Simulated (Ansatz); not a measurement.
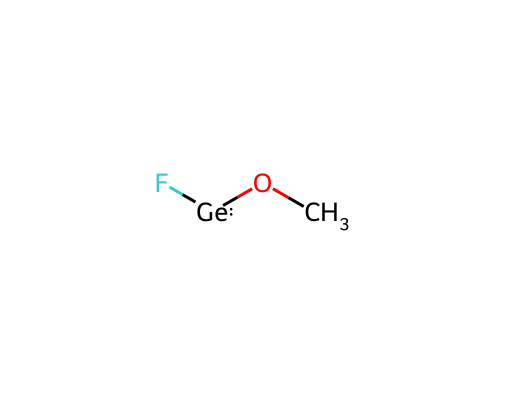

The drawing above gives the connectivity. The computed structure is the end point of a PBE0-D4/def2-TZVP optimisation. No frequency run is at hand to confirm it as a minimum.

What does the molecule look like in three dimensions?

Formula CH3FGeO. Its SMILES string is `C[O][Ge][F]`. The point group is Cs. Coordination: 1 C tetrahedral; 1 O bent; 1 Ge bent.

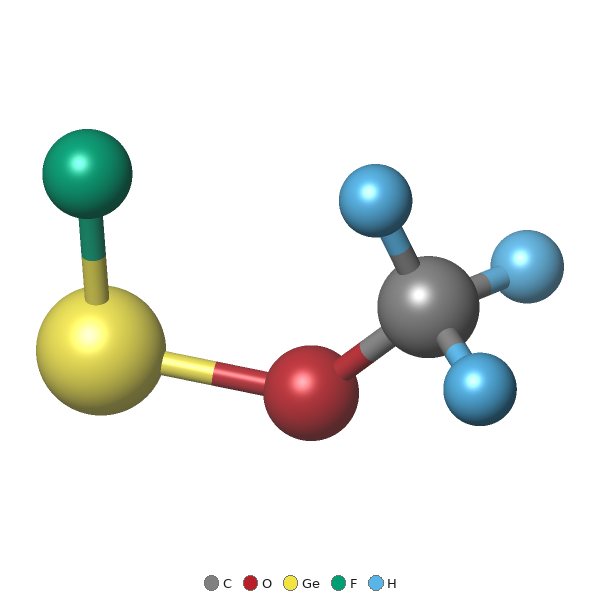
